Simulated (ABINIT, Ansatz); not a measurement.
**A GW run on CaZnC2O6 (R-3) in ABINIT, with inputs changed**

What do changed inputs do to GW on CaZnC2O6 (R-3)?

Calculated with ABINIT 10.8.3; LDA and many-body steps on it, plane waves.

## (1) The starting structure

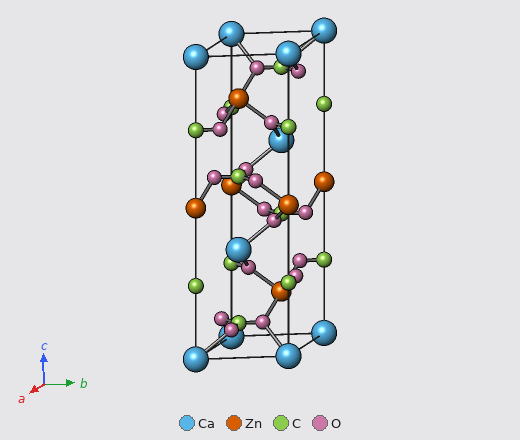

The starting structure, seen slightly off an axis (calcium blue, zinc orange, carbon green, oxygen pink). This picture shows the conventional cell, with its axes. Bonds to atoms that aren't drawn are left out. Some periodic images of atoms are drawn too.

The cell and positions are those that the Materials Project relaxed with its own functionals (PBE, PBE+U or r2SCAN), kept fixed.

## (2) Screening, 2×2×2 mesh, 110 bands, screening to 114.3 eV

This step: ABINIT 10.8.3; RPA screening on LDA, plane waves, norm-conserving pseudopotentials.

The RPA dielectric matrix is built and inverted for each q.

The input, run.abi:

```
acell 3*1.0 Angstrom
rprim 
  2.433014964130 1.404701844483 5.444039263300
  -2.433014964130 1.404701844483 5.444039263300
  0.000000000000 -2.809403688966 5.444039263300
ntypat 4
znucl 20 30 6 8
natom 10
typat 1 2 3 3 4 4 4 4 4 4
xred 
  0.000000000000 0.000000000000 0.000000000000
  0.500000000000 0.500000000000 0.500000000000
  0.242541000000 0.242541000000 0.242541000000
  0.757459000000 0.757459000000 0.757459000000
  0.494747000000 0.964090000000 0.273567000000
  0.964090000000 0.273567000000 0.494747000000
  0.273567000000 0.494747000000 0.964090000000
  0.505253000000 0.035910000000 0.726433000000
  0.035910000000 0.726433000000 0.505253000000
  0.726433000000 0.505253000000 0.035910000000
pp_dirpath "pseudos"
pseudos "Ca.upf, Zn.upf, C.upf, O.upf"
ecut 37
ngkpt 2 2 2
nshiftk 1
shiftk 0 0 0
kptopt 1
chksymbreak 0
istwfk *1
occopt 1
irdwfk 1
optdriver 3
nband 110
ecuteps 4.2
inclvkb 2
awtr 1
symchi 1
indata_prefix "in"
outdata_prefix "out"
tmpdata_prefix "tmp"
```

Started as:

```bash
$ OMP_NUM_THREADS=1 mpirun -n 4 abinit run.abi > log
```

What it wrote:

```text
.Version 10.8.3 of ABINIT. v10.8.2 released Aug 2026.

 Symmetries : space group R-3 (#148); Bravais hR (rhombohedral)
[... echo of the input left out ...]
== DATASET  1 ==================================================================
-   mpi_nproc: 4, omp_nthreads: 1 (-1 if OMP is not activated)

--- !DatasetInfo
iteration_state: {dtset: 1, }
dimensions: {natom: 10, nkpt: 4, mband: 110, nsppol: 1, nspinor: 1, nspden: 1, mpw: 8140, }
cutoff_energies: {ecut:  37.0, pawecutdg:  -1.0, }
electrons: {nelect:   7.40000000E+01, charge:   0.00000000E+00, occopt:   1.00000000E+00, tsmear:   1.00000000E-02, }

 SCREENING: Calculation of the susceptibility and dielectric matrices

 Based on a program developped by R.W. Godby, V. Olevano, G. Onida, and L. Reining.
 Incorporated in ABINIT by V. Olevano, G.-M. Rignanese, and M. Torrent.
.Using double precision arithmetic ; gwpc =  8

[... cell and pseudopotentials left out ...]
--------------------------------------------------------------------------------

 ==== K-mesh for the wavefunctions ====
 Number of points in the irreducible wedge :     4
[... list of points left out ...]
 Together with  6 symmetry operations and time-reversal symmetry
 yields     8 points in the full Brillouin Zone.

 ==== Q-mesh for the screening function ====
 Number of points in the irreducible wedge :     4
[... list of points left out ...]
 Together with  6 symmetry operations and time-reversal symmetry
 yields     8 points in the full Brillouin Zone.

 setmesh: FFT mesh size selected  =    45x   45x   45
          total number of points  =        91125

 vcoul_init : cutoff-mode = AUXILIARY_FUNCTION
 q-points for optical limit:   1
     1)      0.000010    0.000020    0.000030

- screening: taking advantage of time-reversal symmetry
- Maximum band index for partially occupied states nbvw = 37
- Remaining bands to be divided among processors   nbcw = 73
- Number of bands treated by each node ~18

 Number of electrons calculated from density =   74.0000; Expected =   74.0000
 average of density, n =  0.098228
 r_s =    1.3445
 omega_plasma =   30.2324 [eV]

 calculating chi0 at frequencies [eV] :
  1    0.000000E+00    0.000000E+00
  2    0.000000E+00    3.023239E+01

--------------------------------------------------------------------------------
  q-point number  1        q = ( 0.000000, 0.000000, 0.000000) [r.l.u.]
--------------------------------------------------------------------------------
[... chi0 elements left out ...]
 For q-point:  0.000010 0.000020 0.000030
  dielectric constant =   2.9539
  dielectric constant without local fields =   3.2701

  Average fulfillment of the sum rule on Im[epsilon] for q-point    1 :     34.66  [%]
[... wings left out ...]
  q-point number  2        q = ( 0.500000, 0.000000, 0.000000) [r.l.u.]
--------------------------------------------------------------------------------
[... chi0 elements left out ...]
  Average fulfillment of the sum rule on Im[epsilon] for q-point    2 :     40.11  [%]

 [... 2 further q-points ...]
```

Wall time 1.7 min (4 MPI ranks of Arm Neoverse N1, shared host); peak memory 2 GiB; 6.9 min of CPU time.

This step gave:

- ε∞ with local fields, on this mesh, along the program's q direction: 2.954
- the same without local fields: 3.270
- plasma frequency: 30.23 eV
- plane waves in the screening matrix: 309

Local fields lower ε∞ by 10 %. On a Γ-centred mesh this coarse the value itself is usually too large, while a short band sum pulls it down.

## (3) Base

The self-energy is evaluated for the states that the input lists, and the levels follow from it, in one-shot runs by the linearised quasiparticle equation.

This step: G0W0 on LDA, plane waves, norm-conserving pseudopotentials.

Changes to run.abi since step 2:

```diff
@@ -31,8 +31,19 @@
 irdwfk 1
-optdriver 3
+optdriver 4
 nband 110
+gwcalctyp 0
+ecutsigx 37
+symsigma 1
+nkptgw 3
+kptgw 
+  0.5000000000 0.0000000000 0.0000000000
+  0.5000000000 0.5000000000 0.5000000000
+  0.0000000000 0.0000000000 0.0000000000
+bdgw 
+  36 39
+  36 39
+  35 39
 ecuteps 4.2
-inclvkb 2
-awtr 1
-symchi 1
+irdscr 1
+ppmodel 1
 indata_prefix "in"
```

What it wrote:

```text
.Version 10.8.3 of ABINIT. v10.8.2 released Aug 2026.

 Symmetries : space group R-3 (#148); Bravais hR (rhombohedral)
[... echo of the input left out ...]
== DATASET  1 ==================================================================
-   mpi_nproc: 4, omp_nthreads: 1 (-1 if OMP is not activated)

--- !DatasetInfo
iteration_state: {dtset: 1, }
dimensions: {natom: 10, nkpt: 4, mband: 110, nsppol: 1, nspinor: 1, nspden: 1, mpw: 8140, }
cutoff_energies: {ecut:  37.0, pawecutdg:  -1.0, }
electrons: {nelect:   7.40000000E+01, charge:   0.00000000E+00, occopt:   1.00000000E+00, tsmear:   1.00000000E-02, }

 SIGMA: Calculation of the GW corrections

 Based on a program developped by R.W. Godby, V. Olevano, G. Onida, and L. Reining.
 Incorporated in ABINIT by V. Olevano, G.-M. Rignanese, and M. Torrent.
.Using double precision arithmetic ; gwpc =  8

[... cell and pseudopotentials left out ...]
--------------------------------------------------------------------------------

 ==== K-mesh for the wavefunctions ====
 Number of points in the irreducible wedge :     4
[... list of points left out ...]
 Together with  6 symmetry operations and time-reversal symmetry
 yields     8 points in the full Brillouin Zone.

 ==== Q-mesh for screening function ====
 Number of points in the irreducible wedge :     4
[... list of points left out ...]
 Together with  6 symmetry operations and time-reversal symmetry
 yields     8 points in the full Brillouin Zone.

 vcoul_init : cutoff-mode = AUXILIARY_FUNCTION
 q-points for optical limit:   1
     1)      0.000010    0.000020    0.000030
 setmesh: FFT mesh size selected  =    64x   64x   64
          total number of points  =       262144

 Number of electrons calculated from density =   74.0000; Expected =   74.0000
 average of density, n =  0.098228
 r_s =    1.3445
 omega_plasma =   30.2324 [eV]

 === KS Band Gaps ===
  >>>> For spin  1
   Minimum direct gap =   4.8496 [eV], located at k-point      :   0.5000  0.5000  0.5000
   Fundamental gap    =   3.8039 [eV], Top of valence bands at :   0.5000  0.0000  0.0000
                                       Bottom of conduction at :   0.5000  0.5000  0.5000
 SIGMA fundamental parameters:
 PLASMON POLE MODEL  1
 number of plane-waves for SigmaX                 8081
 number of plane-waves for SigmaC and W            309
 number of plane-waves for wavefunctions          8081
 number of bands                                   110
 number of independent spin polarizations            1
 number of spinorial components                      1
 number of k-points in IBZ                           4
 number of q-points in IBZ                           4
 number of symmetry operations                       6
 number of k-points in BZ                            8
 number of q-points in BZ                            8
 number of frequencies for dSigma/dE                 9
 frequency step for dSigma/dE [eV]                0.25
 number of omega for Sigma on real axis              0
 max omega for Sigma on real axis  [eV]           0.00
 zcut for avoiding poles [eV]                     0.10

 EPSILON^-1 parameters (SCR file):
 dimension of the eps^-1 matrix on file            309
 dimension of the eps^-1 matrix used               309
 number of plane-waves for wavefunctions          8081
 number of bands                                   110
 number of q-points in IBZ                           4
 number of frequencies                               2
 number of real frequencies                          1
 number of imag frequencies                          1

 matrix elements of self-energy operator (all in [eV])

 Perturbative Calculation

--- !SelfEnergy_ee
iteration_state: {dtset: 1, }
kpoint     : [   0.500,    0.000,    0.000, ]
spin       : 1
KS_gap     :    5.021
QP_gap     :    8.316
Delta_QP_KS:    3.294
data: !SigmaeeData |
     Band     E0 <VxcDFT>   SigX SigC(E0)      Z dSigC/dE  Sig(E)    E-E0       E
       36   1.702 -19.684 -25.006   4.733   0.809  -0.236 -20.161  -0.476   1.225
       37   2.236 -21.296 -26.816   4.864   0.810  -0.234 -21.828  -0.531   1.704
       38   7.257 -15.772  -9.754  -2.713   0.836  -0.196 -13.010   2.763  10.020
       39   7.609 -16.698 -10.791  -2.644   0.831  -0.203 -13.986   2.712  10.321

--- !SelfEnergy_ee
iteration_state: {dtset: 1, }
kpoint     : [   0.500,    0.500,    0.500, ]
spin       : 1
KS_gap     :    4.850
QP_gap     :    7.935
Delta_QP_KS:    3.085
data: !SigmaeeData |
     Band     E0 <VxcDFT>   SigX SigC(E0)      Z dSigC/dE  Sig(E)    E-E0       E
       36   1.190 -22.830 -28.193   4.556   0.813  -0.229 -23.487  -0.656   0.534
       37   1.190 -22.830 -28.193   4.556   0.813  -0.229 -23.487  -0.656   0.534
[...]
--- !SelfEnergy_ee
iteration_state: {dtset: 1, }
kpoint     : [   0.000,    0.000,    0.000, ]
spin       : 1
KS_gap     :    4.892
QP_gap     :    7.839
Delta_QP_KS:    2.947
data: !SigmaeeData |
     Band     E0 <VxcDFT>   SigX SigC(E0)      Z dSigC/dE  Sig(E)    E-E0       E
[...]
37   1.457 -19.250 -24.705   4.741   0.809  -0.236 -19.828  -0.578   0.879
       38   6.349 -15.288  -9.771  -2.722   0.848  -0.179 -12.918   2.370   8.719
       39   7.290 -16.269 -10.633  -2.449   0.830  -0.205 -13.623   2.646   9.936

== END DATASET(S) ==============================================================
================================================================================

 -outvars: echo values of variables after computation  --------
           etotal      0.0000000000E+00
            nband         110
             nkpt           4
          spgroup         148
 [... the other variables as echoed above ...]

 Calculation completed.
```

It took 29 s on 4 MPI ranks; peak memory 1.4 GiB; 1.9 min of CPU time.

Numbers from this step:

| Item | Value |
| --- | --- |
| G0W0 gap on the points computed | 6.765 eV |
| starting gap on the mesh | 3.804 eV |
| k of the valence top | 0.5, 0, 0 |
| k of the conduction bottom | 0.5, 0.5, 0.5 |
| Z at the valence top | 0.81 |
| Z at the conduction bottom | 0.848 |
| least direct G0W0 gap on the computed points | 7.84 eV |

The gap on the mesh goes from 3.80 eV to 6.76 eV, a correction of +2.96 eV.

## (4) Broadening of the poles

Changes to run.abi since step 3:

```diff
@@ -48,2 +48,3 @@
 ppmodel 1
+zcut 0.01 eV
 indata_prefix "in"
```

What it wrote:

```text
.Version 10.8.3 of ABINIT. v10.8.2 released Aug 2026.

 Symmetries : space group R-3 (#148); Bravais hR (rhombohedral)
[... echo of the input left out ...]
== DATASET  1 ==================================================================
-   mpi_nproc: 4, omp_nthreads: 1 (-1 if OMP is not activated)

--- !DatasetInfo
iteration_state: {dtset: 1, }
dimensions: {natom: 10, nkpt: 4, mband: 110, nsppol: 1, nspinor: 1, nspden: 1, mpw: 8140, }
cutoff_energies: {ecut:  37.0, pawecutdg:  -1.0, }
electrons: {nelect:   7.40000000E+01, charge:   0.00000000E+00, occopt:   1.00000000E+00, tsmear:   1.00000000E-02, }

 SIGMA: Calculation of the GW corrections

 Based on a program developped by R.W. Godby, V. Olevano, G. Onida, and L. Reining.
 Incorporated in ABINIT by V. Olevano, G.-M. Rignanese, and M. Torrent.
.Using double precision arithmetic ; gwpc =  8

[... cell and pseudopotentials left out ...]
--------------------------------------------------------------------------------

 ==== K-mesh for the wavefunctions ====
 Number of points in the irreducible wedge :     4
[... list of points left out ...]
 Together with  6 symmetry operations and time-reversal symmetry
 yields     8 points in the full Brillouin Zone.

 ==== Q-mesh for screening function ====
 Number of points in the irreducible wedge :     4
[... list of points left out ...]
 Together with  6 symmetry operations and time-reversal symmetry
 yields     8 points in the full Brillouin Zone.

 vcoul_init : cutoff-mode = AUXILIARY_FUNCTION
 q-points for optical limit:   1
     1)      0.000010    0.000020    0.000030
 setmesh: FFT mesh size selected  =    64x   64x   64
          total number of points  =       262144

 Number of electrons calculated from density =   74.0000; Expected =   74.0000
[...]
number of plane-waves for wavefunctions          8081
 number of bands                                   110
 number of q-points in IBZ                           4
 number of frequencies                               2
 number of real frequencies                          1
 number of imag frequencies                          1

 matrix elements of self-energy operator (all in [eV])

 Perturbative Calculation

--- !SelfEnergy_ee
iteration_state: {dtset: 1, }
kpoint     : [   0.500,    0.000,    0.000, ]
spin       : 1
KS_gap     :    5.021
QP_gap     :    8.316
Delta_QP_KS:    3.294
data: !SigmaeeData |
     Band     E0 <VxcDFT>   SigX SigC(E0)      Z dSigC/dE  Sig(E)    E-E0       E
       36   1.702 -19.684 -25.006   4.733   0.809  -0.236 -20.161  -0.477   1.225
       37   2.236 -21.296 -26.816   4.864   0.810  -0.234 -21.828  -0.531   1.704
       38   7.257 -15.772  -9.754  -2.713   0.836  -0.196 -13.009   2.763  10.020
[...]
--- !SelfEnergy_ee
iteration_state: {dtset: 1, }
kpoint     : [   0.500,    0.500,    0.500, ]
spin       : 1
KS_gap     :    4.850
QP_gap     :    7.935
Delta_QP_KS:    3.085
data: !SigmaeeData |
     Band     E0 <VxcDFT>   SigX SigC(E0)      Z dSigC/dE  Sig(E)    E-E0       E
[...]
--- !SelfEnergy_ee
iteration_state: {dtset: 1, }
kpoint     : [   0.000,    0.000,    0.000, ]
spin       : 1
KS_gap     :    4.892
QP_gap     :    7.840
Delta_QP_KS:    2.948
data: !SigmaeeData |
     Band     E0 <VxcDFT>   SigX SigC(E0)      Z dSigC/dE  Sig(E)    E-E0       E
[...]
38   6.349 -15.288  -9.771  -2.722   0.848  -0.179 -12.918   2.370   8.719
       39   7.290 -16.269 -10.633  -2.449   0.830  -0.205 -13.624   2.645   9.935

== END DATASET(S) ==============================================================
================================================================================

 -outvars: echo values of variables after computation  --------
           etotal      0.0000000000E+00
            nband         110
             nkpt           4
          spgroup         148
 [... the other variables as echoed above ...]

 Calculation completed.
```

Run time: 30 s. Hardware: 4 MPI ranks; peak memory 1.4 GiB; 2 min of CPU time.

Numbers from this step:

| Property | Result |
| --- | --- |
| G0W0 gap on the points computed | 6.765 eV |
| starting gap on the mesh | 3.804 eV |
| k of the valence top | 0.5, 0, 0 |
| k of the conduction bottom | 0.5, 0.5, 0.5 |
| Z at the valence top | 0.81 |
| Z at the conduction bottom | 0.848 |
| least direct G0W0 gap on the computed points | 7.84 eV |

Against G0W0 in ABINIT (2×2×2 mesh, 110 bands, screening to 114.3 eV, Godby-Needs plasmon pole), the gap moves by +0.000 eV.

(Part 1 of 2 ends here.)

[Paths, hosts, dates, memory and timing lines, banners, echoed tables and standing remarks are left out of the program output.]

[Logs are printed without paths, hosts, clocks, repeated set-up lines and the standing remarks that a program may print on its own settings, such as how far it seeks lower states.]

[Runs of the session that timed out or met a known fault of the program may be left out.]

[Hosts, paths, dates, database ids (printed as entryN), source tags and the programs' standing remarks are cut or masked in the printed files.]

[G0W0 gaps are taken among the corrected bands and points alone; a level outside them can change the order at an edge.]

[Where Ansatz stands beside ABINIT at settings called matched, ABINIT's density can come from a denser mesh and the files from another edition; pairs whose starting gaps differed by over 0.03 eV were left out, so agreement reads better than it is.]
